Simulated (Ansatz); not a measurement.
An ideal cubic perovskite cell is held by its symmetry; such compounds can tilt or shift off centre at room temperature.

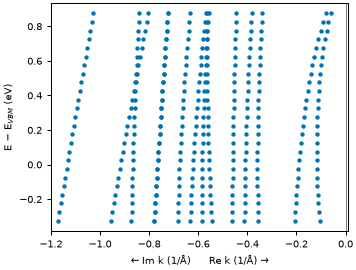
Figure: Complex bands at the centre of the two-dimensional zone; r2SCAN (Ansatz, a first-principles code)

The gap is the functional's own. No spin-orbit coupling. Mid-gap values are interpolated on the energy grid.

Q: This is CsSnI3 (Pm-3m, cubic perovskite, 5 atoms a cell, 49.7 Å³ an atom) along the normal of (110). Read off the slowest decay at the centre of the two-dimensional zone at 0.33 eV, the computed energy nearest the middle of the gap.

A: κ ≈ 0.11 1/Å, a decay length 1/(2κ) of the density of 4.4 Å.
